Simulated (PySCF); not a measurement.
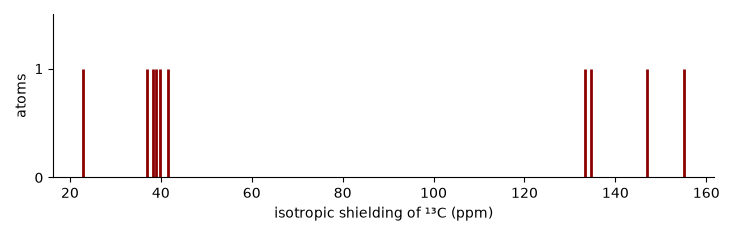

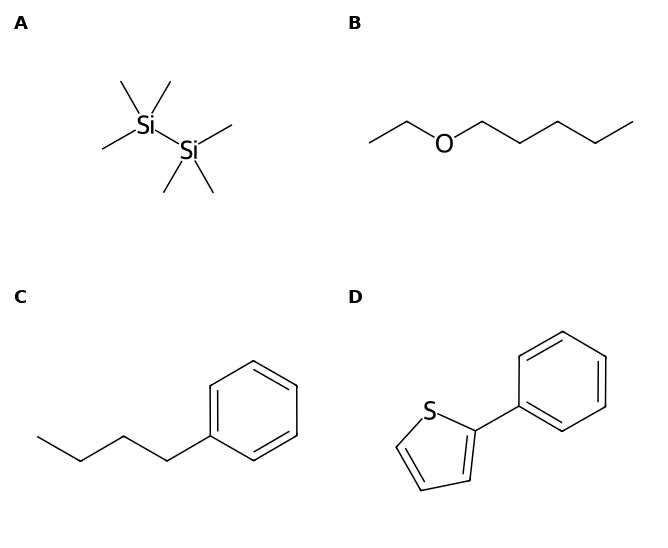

The sticks are computed shieldings of one of the molecules, for one fixed geometry (PBE0-D3(BJ)/def2-SVP) without averaging over rotations. Low shielding means a high chemical shift. Method: GIAO WP04/pcSseg-1 NMR shielding, non-relativistic, IEF-PCM chloroform (PySCF 2.14.0).

Match the spectrum to a structure.

C, `CCCCc1ccccc1`. Its 10 C atoms give lines at 22.9, 36.9, 38.3, 38.9, 39.8, 41.5, 133.3, 134.7, 147.0, 155.1 ppm.
